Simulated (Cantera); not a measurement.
Charge: 1 mol CsCl, 0.28 mol O₂, a varied amount of N₂, equilibrated at 1173.15 K and 2.70e-6 bar.

Method: chemical equilibrium by Gibbs-energy minimisation in Cantera with the NASA 1993 tables (ideal gas, pure condensed phases). Candidate condensed phases: Cs, CsCl; 18 gas species. Rates play no part.

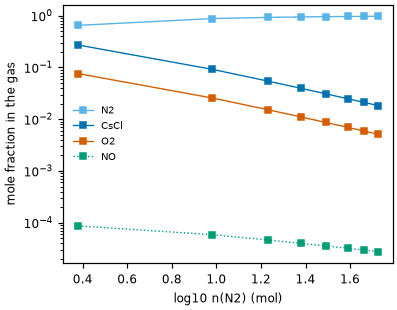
Figure: Equilibrium gas composition (values under 1e-9 drawn at 1e-9)

From 2.4 mol N₂ to 53 mol N₂ nothing is condensed. The main Cs-bearing gas is CsCl throughout.
